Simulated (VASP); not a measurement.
Band structure of Ta2Si (space group I4/mcm). These are LDA (Ceperley-Alder, Perdew-Zunger), VASP's LDA PAW potentials (set 64) (plane waves; VASP) values and carry that method's errors.

Unless said otherwise, spin-orbit coupling is left out, though it shifts the bands of the heavy elements here.

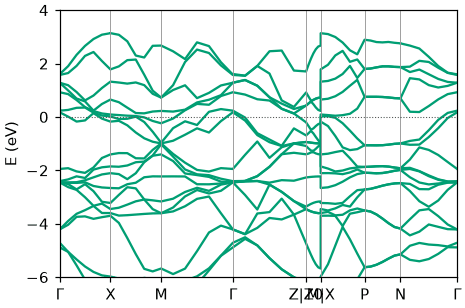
Figure. Bands along high-symmetry lines, zero at the valence-band maximum or, without a gap, the Fermi level

Problem. Read the plot: is there a gap, and where are the band edges?

Solution. It has no gap at this level: it comes out as a metal or semimetal.

The structure comes from a computed database's Ta2Si entry (I4/mcm); how it stands against other phases isn't given here. The cell was not relaxed at this level.
